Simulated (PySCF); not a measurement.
C₂H₅GeN, SMILES [CH2](C#N)[GeH3] at its B3LYP/def2-SVP optimised geometry (Å):

```
9

N      2.4286    -0.9814     0.0000
C      1.2685    -0.9814     0.0000
C     -0.1834    -0.9429    -0.0295
Ge    -0.8901     0.5560    -1.1497
H     -0.5749    -1.8911    -0.4310
H     -0.5759    -0.8272     0.9933
H     -0.3914     0.3781    -2.5939
H     -0.3974     1.8911    -0.5659
H     -2.4286     0.4812    -1.0984
```

Level of theory: B3LYP/def2-TZVP in PySCF 2.14.0. Cells within 0.4 Å of a nucleus heavier than hydrogen are left out (blank, or x).

Map of the electron localisation function on the plane z = 0.0 Å:

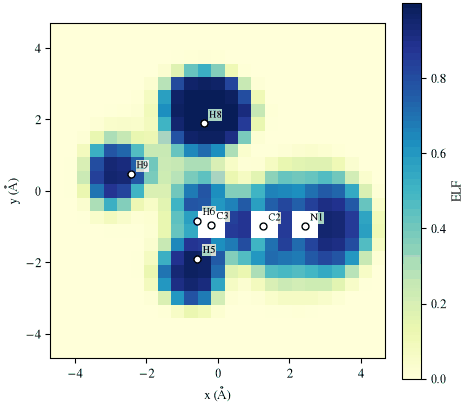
Figure. Electron localisation function on the plane z = 0.0 Å.
